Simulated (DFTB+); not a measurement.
## Geometry relaxation, with input and output: C$_{2}$H$_{4}$AlBFN

The run: geometry relaxation of C$_{2}$H$_{4}$AlBFN. Method and program: GFN1-xTB, R-SCC, dispersion built in (DFTB+ 25.1).

The geometry comes from this level: GFN2-xTB.

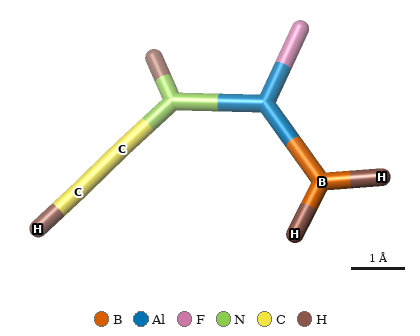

*The starting structure (stick view, seen at a tilt). Sticks mark near contacts.*

### Input file (dftb_in.hsd)
```
# GFN1-XTB geometry optimisation
Geometry = GenFormat {
  <<< "mol.gen"
}
Driver = gDIIS {
  MovedAtoms = 1:-1
  MaxForceComponent = 0.001
  MaxSteps = 100
  AppendGeometries = Yes
}
Hamiltonian = xTB {
  Method = "GFN1-xTB"
}
Analysis = {
  PrintForces = Yes
}
Options = {
  WriteResultsTag = Yes
}
ParserOptions = {
  ParserVersion = 14
}
```

### File mol.gen
```
10 C
B Al F N C H
   1  1     -0.351720     -2.007850      1.118960
   2  2      1.032770     -0.686340      0.365750
   3  3      2.674570     -0.911830      0.460890
   4  4      0.749900      0.883580     -0.498230
   5  5     -0.388270      1.517390     -0.830970
   6  5     -1.419730      2.055600     -1.124610
   7  6     -1.504790     -1.814440      1.019300
   8  6     -0.047620     -2.998050      1.672870
   9  6      1.563730      1.416240     -0.806350
  10  6     -2.308830      2.545690     -1.377610
```

Hardware: 1 thread of AMD EPYC (Zen 5), 32 GiB of memory available, shared host.

Command:
```bash
dftb+ > run.log
```

### What the program printed
```
|  DFTB+ development version (commit: a23bfb2)

Reading input file 'dftb_in.hsd'
Parser version: 14

--------------------------------------------------------------------------------
WARNING!
-> This driver is deprecated and will be removed in future versions.
Please use the GeometryOptimisation driver instead.
Path: dftbplusinput/Driver/gDIIS
Line: 5-10 (File: dftb_in.hsd)

Processed input in HSD format written to 'dftb_pin.hsd'

Starting initialization...
--------------------------------------------------------------------------------
OpenMP threads:              1
Chosen random seed:          261182917
Current stacksize:           unlimited
Mode:                        Modified gDIIS relaxation
WARNING!
-> This geometry optimisation method requires force related energies for accurate minimisation.
Self consistent charges:     Yes
SCC-tolerance:                 0.100000E-04
Max. scc iterations:                    100
Shell resolved Hubbard:      Yes
Spin polarisation:           No
Nr. of up electrons:            15.000000
Nr. of down electrons:          15.000000
Periodic boundaries:         No
Electronic solver:           Relatively robust
Mixer:                       Broyden mixer
Mixing parameter:                  0.200000
Nr. of chrg. vec. in memory:            100
Max. SCC-cycles:                        100
Nr. of moved atoms:                      10
Max. nr. of geometry steps:             100
Force tolerance:               0.100000E-02
tblite library version:      0.3.0
-> parametrization:          GFN1-xTB
-> repulsion:                Yes
-> dispersion:               Yes
-> halogen bonding:          Yes
-> electrostatics:           Yes
   -> isotropic:             Yes
   -> anisotropic:           No
   -> third-order:           Yes
Electronic temperature:              0.950045E-03 H      0.258520E-01 eV
Initial charges:             Set automatically (system chrg:   0.000E+00)
Included shells:             B:  s, p
                            Al:  s, p, d
                             F:  s, p
                             N:  s, p
                             C:  s, p
                             H:  s, s2
Extra options:
                             Mulliken analysis
Force type                   original

--------------------------------------------------------------------------------

***  Geometry step: 0

 iSCC Total electronic   Diff electronic      SCC error
    1   -0.17472541E+02    0.00000000E+00    0.13906348E+01
    2   -0.17538697E+02   -0.17472541E+02    0.99336907E+00
    3   -0.16861020E+02   -0.66156670E-01    0.18984329E+01
    4   -0.16587910E+02    0.67767743E+00    0.22631966E+01
    5   -0.17533138E+02    0.27311015E+00    0.33157267E+00
    6   -0.17544613E+02   -0.94522869E+00    0.43746593E+00
    7   -0.17541164E+02   -0.11474419E-01    0.52457370E+00
    8   -0.17553108E+02    0.34492430E-02    0.46052456E+00
    9   -0.17567632E+02   -0.11943886E-01    0.34891578E+00
   10   -0.17570386E+02   -0.14524160E-01    0.31694605E+00
   11   -0.17580803E+02   -0.27547006E-02    0.17828809E+00
   12   -0.17580819E+02   -0.10416863E-01    0.17664906E+00
   13   -0.17584957E+02   -0.15968989E-04    0.72538786E-01
   14   -0.17585615E+02   -0.41378050E-02    0.36516458E-01
   15   -0.17585705E+02   -0.65803404E-03    0.28469006E-01
   16   -0.17585833E+02   -0.90143651E-04    0.24616477E-02
   17   -0.17585833E+02   -0.12765888E-03    0.29722687E-02
   18   -0.17585835E+02   -0.34254988E-06    0.72698209E-03
   19   -0.17585835E+02   -0.15484398E-05    0.20264647E-03
   20   -0.17585835E+02   -0.56481785E-07    0.26132111E-03
   21   -0.17585835E+02    0.11820163E-08    0.22757532E-03
   22   -0.17585835E+02   -0.49424926E-08    0.34149898E-04
   23   -0.17585835E+02   -0.10119120E-07    0.18858935E-04
   24   -0.17585835E+02   -0.20294522E-09    0.93753313E-06

Total Energy:                      -17.3663137191 H         -472.5614 eV
Extrapolated to 0K:                -17.3663137203 H         -472.5614 eV
Total Mermin free energy:          -17.3663137215 H         -472.5614 eV
Force related energy:              -17.3663137215 H         -472.5614 eV

Maximal force component:             0.111301E-01
Averaged force norm:                 0.907816E-02

--------------------------------------------------------------------------------

***  Geometry step: 1

 iSCC Total electronic   Diff electronic      SCC error
    1   -0.17592001E+02    0.00000000E+00    0.11192279E-01
    2   -0.17592015E+02   -0.61665732E-02    0.40835842E-02
    3   -0.17592018E+02   -0.13918671E-04    0.19752762E-02
    4   -0.17592018E+02   -0.25223370E-05    0.72474782E-03
    5   -0.17592018E+02   -0.20682990E-06    0.13560982E-03
    6   -0.17592018E+02   -0.26523441E-07    0.70477234E-04
    7   -0.17592018E+02   -0.45173394E-08    0.32917674E-04
    8   -0.17592018E+02   -0.17472246E-09    0.26174919E-05

Total Energy:                      -17.3650405610 H         -472.5268 eV
Extrapolated to 0K:                -17.3650405614 H         -472.5268 eV
Total Mermin free energy:          -17.3650405618 H         -472.5268 eV
Force related energy:              -17.3650405618 H         -472.5268 eV

Maximal force component:             0.348329E-01
Averaged force norm:                 0.195299E-01

--------------------------------------------------------------------------------

***  Geometry step: 2

 iSCC Total electronic   Diff electronic      SCC error
    1   -0.17583312E+02    0.00000000E+00    0.19346666E-01
    2   -0.17583352E+02    0.87056276E-02    0.69982532E-02
    3   -0.17583358E+02   -0.39843058E-04    0.18497185E-02
    4   -0.17583359E+02   -0.58992102E-05    0.57601250E-03
    5   -0.17583359E+02   -0.55692340E-06    0.18253112E-03
    6   -0.17583359E+02   -0.23296419E-07    0.66388950E-04
    7   -0.17583359E+02   -0.55982241E-08    0.37580672E-04
    8   -0.17583359E+02   -0.48787996E-09    0.40842112E-05

Total Energy:                      -17.3661482199 H         -472.5569 eV
Extrapolated to 0K:                -17.3661482215 H         -472.5569 eV
Total Mermin free energy:          -17.3661482232 H         -472.5569 eV
Force related energy:              -17.3661482232 H         -472.5569 eV

Maximal force component:             0.107512E-01
Averaged force norm:                 0.989886E-02

--------------------------------------------------------------------------------

***  Geometry step: 3

 iSCC Total electronic   Diff electronic      SCC error
    1   -0.17581417E+02    0.00000000E+00    0.97195773E-02
    2   -0.17581421E+02    0.19415985E-02    0.60144906E-02
    3   -0.17581421E+02   -0.34045236E-05    0.22330947E-02
    4   -0.17581421E+02   -0.67851877E-06    0.37140884E-03
    5   -0.17581421E+02   -0.11315484E-06    0.21038949E-03
    6   -0.17581421E+02   -0.46278345E-07    0.71771899E-04
    7   -0.17581421E+02   -0.52402029E-08    0.28372570E-04
    8   -0.17581421E+02   -0.49439208E-09    0.42333015E-05

Total Energy:                      -17.3669674730 H         -472.5792 eV
Extrapolated to 0K:                -17.3669674766 H         -472.5792 eV
Total Mermin free energy:          -17.3669674803 H         -472.5792 eV
Force related energy:              -17.3669674803 H         -472.5792 eV

Maximal force component:             0.442985E-02
Averaged force norm:                 0.322678E-02

--------------------------------------------------------------------------------

***  Geometry step: 4

 iSCC Total electronic   Diff electronic      SCC error
    1   -0.17579994E+02    0.00000000E+00    0.67872262E-02
    2   -0.17579998E+02    0.14269308E-02    0.27313164E-02
    3   -0.17579998E+02   -0.33270180E-05    0.12759398E-02
    4   -0.17579998E+02   -0.48535628E-06    0.31079489E-03
    5   -0.17579998E+02   -0.91076586E-08    0.93483104E-04
    6   -0.17579998E+02   -0.27625020E-07    0.26225083E-04
    7   -0.17579998E+02   -0.27386449E-08    0.11437502E-04
    8   -0.17579998E+02   -0.12459367E-09    0.24544049E-05

Total Energy:                      -17.3670731934 H         -472.5821 eV
Extrapolated to 0K:                -17.3670731964 H         -472.5821 eV
Total Mermin free energy:          -17.3670731995 H         -472.5821 eV
Force related energy:              -17.3670731995 H         -472.5821 eV

Maximal force component:             0.368571E-02
Averaged force norm:                 0.215009E-02

Geometry converged

--------------------------------------------------------------------------------
--------------------------------------------------------------------------------
SCC                                    +       0.02 ( 63.0%)       0.08 ( 85.9%)
--------------------------------------------------------------------------------
Missing                                +       0.01 ( 37.0%)       0.01 ( 14.1%)
Total                                  =       0.04 (100.0%)       0.09 (100.0%)
--------------------------------------------------------------------------------
```

### Trajectory as extended XYZ (Å, eV, eV/Å), 5 frames, from step=0 to step=4
```
10
Properties=species:S:1:pos:R:3 step=0 energy=-472.56147
B    -0.3517   -2.0078    1.1190
Al    1.0328   -0.6863    0.3658
F     2.6746   -0.9118    0.4609
N     0.7499    0.8836   -0.4982
C    -0.3883    1.5174   -0.8310
C    -1.4197    2.0556   -1.1246
H    -1.5048   -1.8144    1.0193
H    -0.0476   -2.9981    1.6729
H     1.5637    1.4162   -0.8064
H    -2.3088    2.5457   -1.3776
10
Properties=species:S:1:pos:R:3 step=1 energy=-472.52683
B    -0.3571   -2.0121    1.1214
Al    1.0365   -0.6827    0.3637
F     2.6733   -0.9115    0.4607
N     0.7470    0.8800   -0.4963
C    -0.3945    1.5210   -0.8328
C    -1.4169    2.0546   -1.1241
H    -1.4995   -1.8155    1.0198
H    -0.0491   -2.9936    1.6704
H     1.5654    1.4163   -0.8064
H    -2.3052    2.5435   -1.3765
10
Properties=species:S:1:pos:R:3 step=2 energy=-472.55697
B    -0.3529   -2.0088    1.1195
Al    1.0337   -0.6854    0.3652
F     2.6744   -0.9117    0.4608
N     0.7486    0.8834   -0.4981
C    -0.3858    1.5162   -0.8302
C    -1.4225    2.0573   -1.1256
H    -1.5035   -1.8148    1.0195
H    -0.0481   -2.9969    1.6722
H     1.5637    1.4158   -0.8061
H    -2.3075    2.5449   -1.3772
10
Properties=species:S:1:pos:R:3 step=3 energy=-472.57926
B    -0.3432   -2.0010    1.1151
Al    1.0270   -0.6920    0.3690
F     2.6768   -0.9122    0.4610
N     0.7549    0.8894   -0.5015
C    -0.3829    1.5140   -0.8293
C    -1.4190    2.0546   -1.1240
H    -1.5130   -1.8130    1.0185
H    -0.0455   -3.0047    1.6766
H     1.5605    1.4152   -0.8057
H    -2.3156    2.5496   -1.3797
10
Properties=species:S:1:pos:R:3 step=4 energy=-472.58214
B    -0.3412   -1.9995    1.1142
Al    1.0251   -0.6935    0.3699
F     2.6769   -0.9126    0.4613
N     0.7568    0.8873   -0.5003
C    -0.3842    1.5147   -0.8299
C    -1.4199    2.0544   -1.1237
H    -1.5161   -1.8120    1.0180
H    -0.0440   -3.0077    1.6783
H     1.5632    1.4186   -0.8076
H    -2.3166    2.5503   -1.3800
```

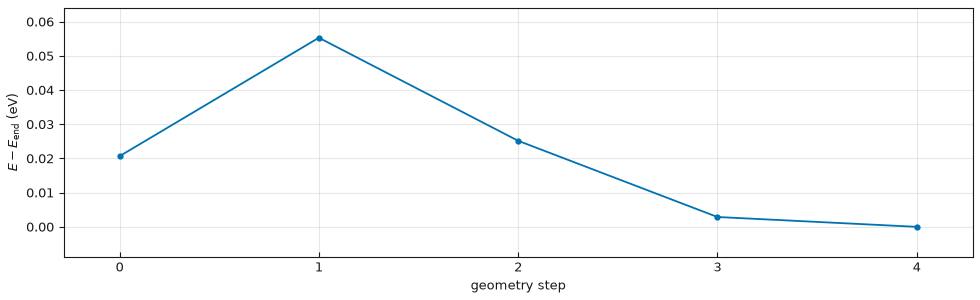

*Progress of the relaxation, step by step (steps are counted from 0).*

After 4 geometry steps the energy has fallen by 0.021 eV. B1 moves most after the best rigid fit: 0.014 Å. By element the largest moves are B 0.014 Å, H 0.012 Å, Al 0.011 Å, N 0.008 Å, C 0.005 Å, F 0.002 Å. Among the contacts that change: B1–Al2 2.057 → 2.031 Å, B1–H7 1.173 → 1.194 Å, Al2–N4 1.814 → 1.824 Å, C6–H10 1.046 → 1.056 Å. (Atoms are counted from 1 in the order of the input.)

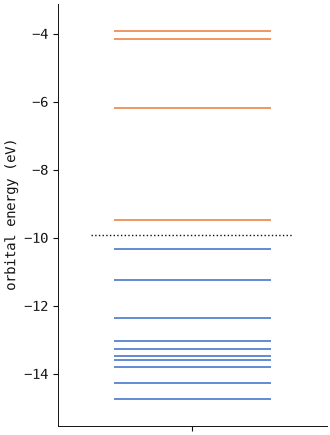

*Orbital energies near the frontier; the dotted line parts filled from empty levels, and levels within 0.02 eV of each other stand side by side.*

Highest filled −10.33 eV, lowest empty −9.49 eV, 0.84 eV apart.

### Key numbers

```csv
quantity,value
outcome,converged
Mermin free energy,−17.367073 hartree
basis functions,37
largest force,0.201 eV/Å
HOMO,−10.33 eV
LUMO,−9.49 eV
dipole moment,2.13 D
peak memory,0.073 GiB
```

Settings chosen away from the usual ones: optimiser.
